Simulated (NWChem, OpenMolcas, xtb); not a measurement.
GeTe (SMILES [Ge][Te]): the vertical energy of the triplet above the singlet, rung by rung

GeTe has 2 atoms, charge 0, and is taken as a singlet. SMILES: `[Ge][Te]`. The bond length is the measured one.

| atom | x (Å) | y (Å) | z (Å) |
| --- | --- | --- | --- |
| Ge | 0.0000 | 0.0000 | 0.0000 |
| Te | 0.0000 | 0.0000 | 2.3402 |

Quantity: the vertical energy of the triplet above the singlet, in eV. The values are calculated.

| level | kind | program | value (eV) | CPU time (all runs) |
| --- | --- | --- | --- | --- |
| GFN2-xTB | semi-empirical | xtb | 2.75 | under 2 s |
| HF/def2-TZVP (core potential) | Hartree–Fock | OpenMolcas | 2.05 | 22 s |
| SVWN5/def2-TZVP (core potential) | LDA | OpenMolcas | 2.69 | 39 s |
| PBE/def2-TZVP (core potential) | GGA | OpenMolcas | 2.50 | 53 s |
| TPSS/def2-TZVP (core potential) | meta-GGA | NWChem | 2.46 | 2.5 min |
| B3LYP/def2-TZVP (core potential) | global hybrid | OpenMolcas | 2.72 | 46 s |
| CAM-B3LYP/def2-TZVP (core potential) | range-separated hybrid | NWChem | 2.64 | 2.9 min |
| B2PLYP/def2-TZVP (core potential) | double hybrid | NWChem | 2.78 | 76 s |
| MP2/def2-TZVP (core potential) | perturbation theory | NWChem | 2.81 | 3.6 min |

Spin-orbit coupling, which can split open shells on such heavy atoms by tenths of an eV, is left out. The values span 2.05 to 2.81 eV. The xTB rows lack spin polarisation, so open shells miss the exchange term that lowers them. In the correlated wave-function rows the outer d shell of Ge, Te is correlated, in sets not made for it. Times are those of the runs behind each value, whatever else they computed, on shared processors of several kinds: orders of magnitude only.

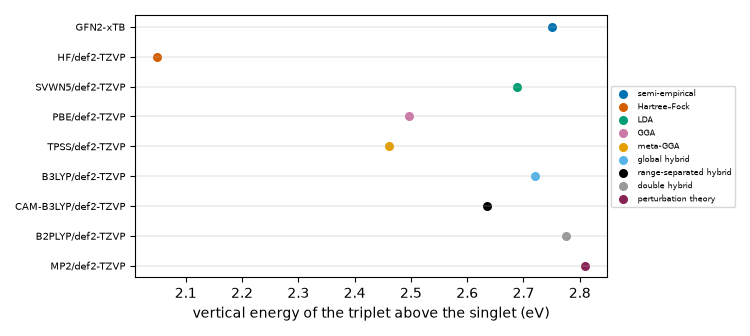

The values of the table, level by level.
